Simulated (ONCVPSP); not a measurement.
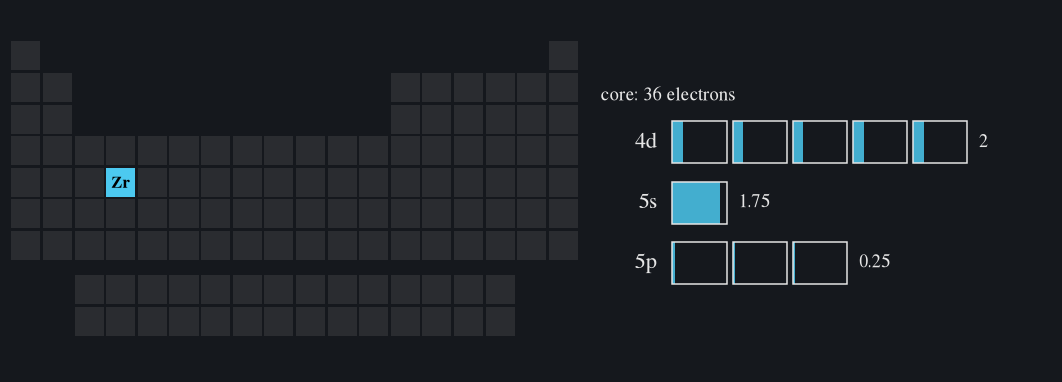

Left, the place of zirconium in the periodic table; right, the valence shells of the reference configuration: a box for each of the 2l + 1 orbitals, shaded by the share of the shell that is filled, with the electron count at the right.

## Pseudopotential generation, with input and output: Zr

System: zirconium (Zr, Z = 40), core [Kr], reference valence 4d2 5s1.75 5p0.25, valence charge 4.
Method: ONCV potential, PBE, scalar-relativistic, made with ONCVPSP 4.0.1.

## The input
```
# ATOM AND REFERENCE CONFIGURATION
# atsym  z   nc   nv     iexc    psfile
  Zr 40.00    8    3        4      upf
#
#   n    l    f
    1    0    2.00
    2    0    2.00
    2    1    6.00
    3    0    2.00
    3    1    6.00
    3    2   10.00
    4    0    2.00
    4    1    6.00
    4    2    2.00
    5    0    1.75
    5    1    0.25
#
# PSEUDOPOTENTIAL AND OPTIMIZATION
# lmax
    2
#
#   l,   rc,      ep,       ncon, nbas, qcut
    0    2.45    0.00    4    8    2.50
    1    3.65    0.00    4    8    2.30
    2    2.90    0.00    4    9    5.80
#
# LOCAL POTENTIAL
# lloc, lpopt,  rc(5),   dvloc0
    0    5    2.45    0.00
#
# VANDERBILT-KLEINMAN-BYLANDER PROJECTORs
# l, nproj, debl
    0    0    3.80
    1    2    1.20
    2    2    1.50
#
# MODEL CORE CHARGE
# icmod, fcfact, rcfact
    0    0.00    0.00
#
# LOG DERIVATIVE ANALYSIS
# epsh1, epsh2, depsh
   -2.00    5.00    0.02
#
# OUTPUT GRID
# rlmax, drl
    6.00    0.01
#
# TEST CONFIGURATIONS
# ncnf
    4
# nvcnf
#   n    l    f
    3
    4    2    2.00
    5    0    2.00
    5    1    0.00
#
    3
    4    2    2.00
    5    0    1.00
    5    1    0.00
#
    3
    4    2    2.00
    5    0    0.00
    5    1    0.00
#
    3
    4    2    1.00
    5    0    0.00
    5    1    0.00
#
```

Command:
```bash
oncvpsp.x < Zr.dat > Zr.out
```

## The program's output (extracts)
```
ONCVPSP  (Optimized Norm-Conservinng Vanderbilt PSeudopotential)
scalar-relativistic version 4.0.1

#   n    l    f        energy (Ha)
    1    0    2.00    -6.5507373E+02
    2    0    2.00    -9.0776781E+01
    2    1    6.00    -8.0950406E+01
    3    0    2.00    -1.4886796E+01
    3    1    6.00    -1.1685452E+01
    3    2   10.00    -6.4321085E+00
    4    0    2.00    -2.0147994E+00
    4    1    6.00    -1.2046941E+00
    4    2    2.00    -1.4238157E-01
    5    0    1.75    -1.7019694E-01
    5    1    0.25    -5.9759646E-02

Reference configufation results
  iterations    25
  all-electron total energy (Ha)   -3.59850354D+03

Begin loop to  construct optimized pseudo wave functions
and semi-local pseudopoentials for all angular momenta

Calculating optimized projector #   1

 for l=   0

    Fraction of norm inside rc  0.153116
    Optimizing pswf for qcut=   2.50 a_B^-1,  ecut=   3.12 Ha

optimize: ERROR ps0norm > uunorm, code will stop
```

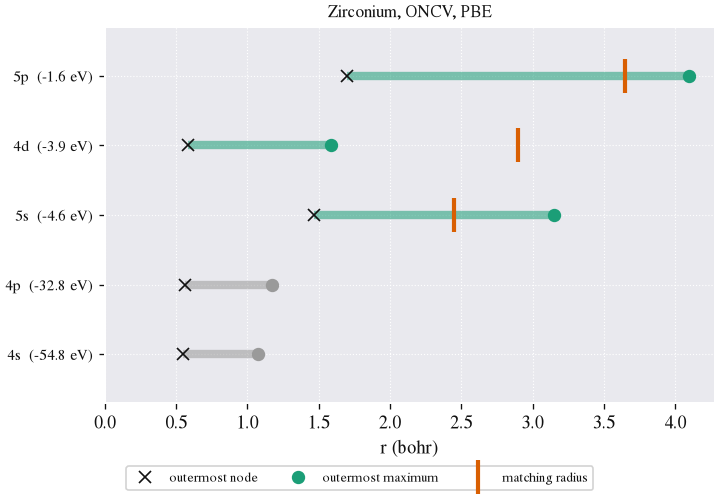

Outer shells of the all-electron reference atom: each bar runs from the outermost node (or the nucleus) to the outermost maximum of u(r); the tick is the radius chosen for the pseudo-wave. Shells without a tick have no pseudo-wave of their own. Levels, nodes and maxima are from ld1.x, scalar-relativistic.

- Radii against the shells: 5s: 2.45 bohr, between node and maximum; 4d: 2.90 bohr, outside the maximum; 5p: 3.65 bohr, between node and maximum.

## Outcome

```
quantity                      value
 outcome        ended with an error
hardware  1 CPU thread, shared host
```

## Diagnosis

The generator stopped with the message “optimize: ERROR ps0norm > uunorm, code will stop”. In words: the continuity conditions at rc already need more norm inside rc than the all-electron wave has, so norm conservation cannot be met. It was at work on the s channel when it stopped.
